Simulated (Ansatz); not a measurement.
# One shape, several levels: SiH2F (SMILES F[SiH2])

Aim: a comparison of 6 runs (U-revPBE/STO-3G, U-wB97X/STO-3G, UBLYP/STO-3G, UHSE06/STO-3G, UBCCD(T)/STO-3G, UCCSD(T)/STO-3G) of SiH2F. 

The calculation is run with Ansatz 0.2.0.

46 further runs of the same task are left out: 46 set aside as unsound or not needed.

### Step 1. The system as given

SiH2F: 4 atoms, total charge 0, spin state doublet. As SMILES, `F[SiH2]`. The H4–Si2 distance was set to 2.895 Å, away from the relaxed value. At this shape a bond of the SMILES string is far longer than usual.

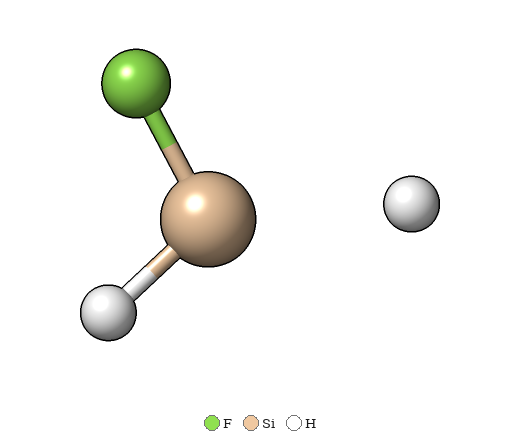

Viewed from a chosen angle; fluorine green, silicon light orange, hydrogen white.

### Step 2. The energy at U-revPBE/STO-3G (run 1)

File job.yaml:

```yaml
crystal:
  periodic: [false, false, false]
  atoms:
    - {symbol: F, position_ang: [0.946945, 1.443775, -1.606422]}
    - {symbol: Si, position_ang: [-0.380795, 0.531315, -1.427782]}
    - {symbol: H, position_ang: [-1.478575, 1.474755, -1.442552]}
    - {symbol: H, position_ang: [0.136490, -1.061140, 0.934020]}
basis:
  gaussian:
    orbitals: STO-3G
hamiltonian:
  xc: {name: revPBE}
accuracy: high
magnetization:
  spin_polarized: true
  initial_magnetization: 1
```

The run is started by

```console
ansatz run job.yaml --threads 1 --pin off --max-ram 2610MiB --events-out events.jsonl --progress --plain --runs-dir runs
```

What it wrote:

```text
Warning: RAYON_NUM_THREADS=1 ignored (pool sized by the plan → 1); use --threads N
Functional definition: revPBE
  name "revPBE"
  parameter kappa = 1.245
  parameter beta = 0.06672455060314922
  exchange = pbe_x(kappa = kappa, mu = beta*pi^2/3)
  correlation = pbe_c(beta = beta)
267 factors; integrals over basis functions are off by at most 2.6e-8 eV
mean field evaluation 1: about -10481.3361 eV, gradient 1.5e1 eV
mean field evaluation 2: about -10473.0992 eV, gradient 1.4e1 eV
mean field evaluation 4: about -10485.2038 eV, gradient 1.2e1 eV
mean field evaluation 8: about -10487.1799 eV, gradient 7.7e0 eV
mean field evaluation 16: about -10488.5672 eV, gradient 6.1e-6 eV
mean field -10488.56719736 eV, -385.4477350968 hartree, gradient 2.2e-8 eV, S^2 0.772973; 2 other end points of the search recorded, 0 dependent functions left out
reference -10488.56719954 eV, -385.4477351767 hartree; 13, 12 occupied and 3, 4 virtual orbitals, 267 factors
Total energy: -10488.56719954 eV, -385.4477351767 hartree
```

It took 1.6 s on 1 thread of Arm Neoverse V1, shared host; peak memory 0.12 GiB.

### Step 3. The energy at U-wB97X/STO-3G (run 2)

File input.yaml:

```yaml
crystal:
  periodic: [false, false, false]
  atoms:
    - {symbol: F, position_ang: [0.946945, 1.443775, -1.606422]}
    - {symbol: Si, position_ang: [-0.380795, 0.531315, -1.427782]}
    - {symbol: H, position_ang: [-1.478575, 1.474755, -1.442552]}
    - {symbol: H, position_ang: [0.136490, -1.061140, 0.934020]}
basis:
  gaussian: {orbitals: STO-3G}
magnetization: {spin_polarized: true, initial_magnetization: 1}
hamiltonian: {xc: {name: wB97X}}
accuracy: high
```

The run is started by

```console
ansatz run input.yaml --threads 1 --pin off --max-ram 2610MiB --events-out events.jsonl --progress --plain --runs-dir runs
```

What it wrote, shortened:

```text
Warning: RAYON_NUM_THREADS=1 ignored (pool sized by the plan → 1); use --threads N
Functional definition: wB97X
  name "wB97X"
[...]
      + exact_x_lr(omega)
[...]
      + integral(e_c_pw_opposite_spin*poly(b97_u_opposite, 1, cos1, cos2, cos3, cos4))
267 factors; integrals over basis functions are off by at most 2.6e-8 eV
116 factors; integrals over basis functions are off by at most 7.7e-10 eV
[...]
mean field -10490.11830416 eV, -385.5047372205 hartree, gradient 3.0e-8 eV, S^2 0.763341; 2 other end points of the search recorded, 0 dependent functions left out
reference -10490.11830322 eV, -385.5047371857 hartree; 13, 12 occupied and 3, 4 virtual orbitals, 267 factors
Total energy: -10490.11830322 eV, -385.5047371857 hartree
```

Wall time 8.1 s (1 thread of Arm Neoverse V1, shared host); peak memory 0.34 GiB.

### Step 4. A single-point energy at UBLYP/STO-3G (run 3)

Changes to input.yaml since step 3:

```diff
@@ -8,5 +8,9 @@
 basis:
-  gaussian: {orbitals: STO-3G}
-magnetization: {spin_polarized: true, initial_magnetization: 1}
-hamiltonian: {xc: {name: wB97X}}
+  gaussian:
+    orbitals: STO-3G
+magnetization:
+  spin_polarized: true
+  initial_magnetization: 1
+hamiltonian:
+  xc: {name: BLYP}
 accuracy: high
```

The run is started by

```console
ansatz run input.yaml --threads 1 --pin off --max-ram 2610MiB --events-out events.jsonl --progress --plain --runs-dir runs
```

What it wrote:

```text
Warning: RAYON_NUM_THREADS=1 ignored (pool sized by the plan → 1); use --threads N
Functional definition: BLYP
  name "BLYP"
  parameter beta = 0.0042
  parameter a = 0.04918
  parameter b = 0.132
  parameter c = 0.2533
  parameter d = 0.349
  exchange = b88_x(beta = beta)
  correlation = lyp_c(a = a, b = b, c = c, d = d)
267 factors; integrals over basis functions are off by at most 2.6e-8 eV
mean field evaluation 1: about -10481.9201 eV, gradient 1.5e1 eV
mean field evaluation 2: about -10473.3532 eV, gradient 1.6e1 eV
mean field evaluation 4: about -10483.2754 eV, gradient 1.4e1 eV
mean field evaluation 8: about -10489.2360 eV, gradient 7.3e-1 eV
mean field evaluation 16: about -10489.2299 eV, gradient 1.3e-3 eV
mean field -10489.22990564 eV, -385.4720891770 hartree, gradient 8.2e-8 eV, S^2 0.771302; 2 other end points of the search recorded, 0 dependent functions left out
reference -10489.22993977 eV, -385.4720904310 hartree; 13, 12 occupied and 3, 4 virtual orbitals, 267 factors
Total energy: -10489.22993977 eV, -385.4720904310 hartree
```

Run time: 1.4 s. Hardware: 1 thread of Arm Neoverse V1, shared host; peak memory 0.12 GiB.

Runs 4 to 5 aren't shown in full; the table further down has their settings and results.

### Step 5. A single-point energy at UCCSD(T)/STO-3G (run 6)

Changes to input.yaml since step 4:

```diff
@@ -10,2 +10,3 @@
     orbitals: STO-3G
+total_charge: 0
 magnetization:
@@ -13,4 +14,7 @@
   initial_magnetization: 1
-hamiltonian:
-  xc: {name: BLYP}
+correlation:
+  method: ccsd_t
+  frozen_orbitals: {F: 1, H: 0, Si: 5}
 accuracy: high
+scf:
+  omitted_lower_state_checks: [cluster_reference, increment]
```

The run is started by

```console
ansatz run input.yaml --threads 1 --pin off --max-ram 2610MiB --events-out events.jsonl --progress --plain --runs-dir runs
```

What it wrote, shortened:

```text
Warning: RAYON_NUM_THREADS=1 ignored (pool sized by the plan → 1); use --threads N
Functional definition: HF
  name "HF"
[...]
267 factors; integrals over basis functions are off by at most 2.6e-8 eV
[...]
mean field -10466.36762406 eV, -384.6319158254 hartree, gradient 1.1e-8 eV, S^2 0.870230; 5 other end points of the search recorded, 0 dependent functions left out
6 core orbitals not correlated: weight in the atoms' cores, before any rotation towards them, 1.000 or more for the frozen orbitals, at most 0.000 for the correlated occupied ones
reference -10466.36762406 eV, -384.6319158254 hartree; 7, 6 occupied and 3, 4 virtual orbitals, 267 factors
second order -1.32873066 eV of doubles, -0.00000000 eV of singles
cycle   1  -1.50067793 eV  change   -1.7e-1 eV  update   8.8e-2
[...]
cycle  36  -1.81606769 eV  change   3.0e-11 eV  update  5.9e-10
perturbative correction -0.13082344 eV, -0.0048076728 hartree
Total energy: -10468.31451518 eV, -384.7034627546 hartree
Checks for a lower state left out: cluster_reference, increment
```

It took 0.26 s on 1 thread of Arm Neoverse V1, shared host.

### Step 6. Overview of the runs

| run | level | frozen core orbitals | energy (Eh) | ⟨S²⟩ | wall time |
| --- | --- | --- | --- | --- | --- |
| 1 | U-revPBE/STO-3G | – | -385.447735 | 0.773 | 1.6 s |
| 2 | U-wB97X/STO-3G | – | -385.504737 | 0.763 | 8.1 s |
| 3 | UBLYP/STO-3G | – | -385.472090 | 0.771 | 1.4 s |
| 4 | UHSE06/STO-3G | – | -385.320713 | 0.775 | 2 s |
| 5 | UBCCD(T)/STO-3G | 6 | -384.703500 | 0.870 | 0.3 s |
| 6 | UCCSD(T)/STO-3G | 6 | -384.703463 | 0.870 | 0.26 s |

### Step 7. Outcome

| quantity | value |
| --- | --- |
| run 6: total energy | -384.70346 Eh |
| run 6: correlation energy (6 core orbitals frozen) | -71.5 mEh |
| run 6: (T) correction | -4.81 mEh |
| run 6: ⟨S²⟩ of the reference determinant | 0.870 |
| run 6: T1 diagnostic | 0.040 |

In words: Totals of different functionals can't be ranked against each other. In runs 1, 2, 3, 4, 5, 6 the basis is minimal, so the values are rough. Spin contamination of the reference: run 5 ⟨S²⟩ = 0.87, run 6 ⟨S²⟩ = 0.87. All runs together took 14 s, the longest 8.1 s.
